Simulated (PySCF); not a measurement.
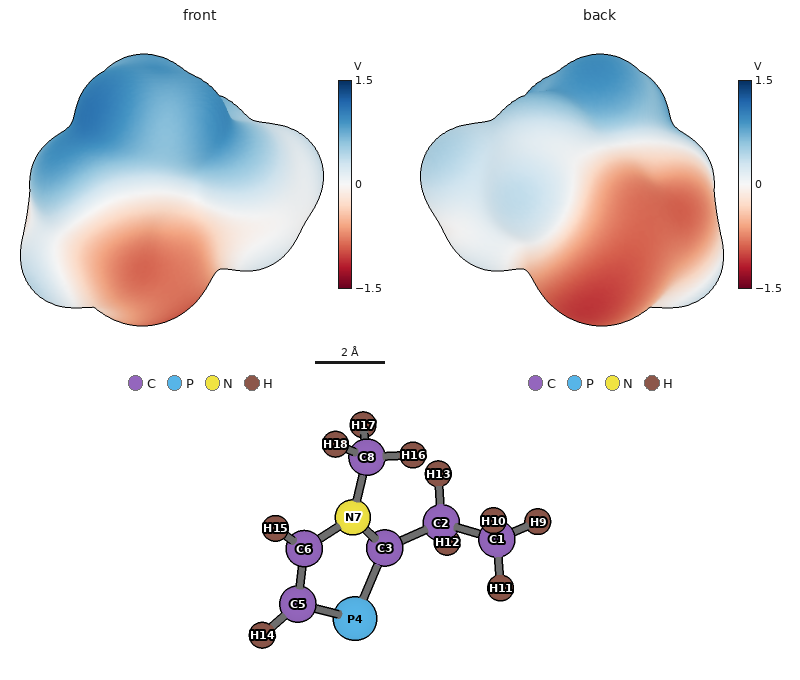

Figure 1: C6H10NP (SMILES CCc1pccn1C). The molecular electrostatic potential painted on the density surface at 0.001 e/bohr³, seen from the front and from behind; the colour scale runs from red (negative) to blue (positive). The bare structure is drawn below in the same view.

Geometry: GFN2-xTB.

These are results of PySCF, CAM-B3LYP/def2-SVPD, SCF density, gas phase, not measurements.

```csv
atom,x (Å),y (Å),z (Å)
C,2.2246,-0.2068,0.7197
C,1.4917,0.0384,-0.6023
C,0.1027,-0.5133,-0.5659
P,-0.3419,-2.1198,-1.0223
C,-1.9927,-1.7505,-0.5499
C,-2.1114,-0.4762,-0.0891
N,-0.9432,0.2138,-0.0914
C,-0.8526,1.5881,0.3263
H,3.2420,0.1738,0.6665
H,1.7169,0.2818,1.5488
H,2.2596,-1.2743,0.9247
H,2.0389,-0.4684,-1.3999
H,1.4809,1.1078,-0.8276
H,-2.8095,-2.4451,-0.6162
H,-3.0085,0.0071,0.2573
H,-0.1153,1.7056,1.1221
H,-0.5684,2.2311,-0.5108
H,-1.8226,1.9132,0.6981
```

**Where is the surface potential most negative and most positive?**

The most negative region (about −1.1 V, or −25 kcal/mol for a unit charge) lies over P4, the most positive (about +1.1 V, or +25 kcal/mol for a unit charge) over H18.
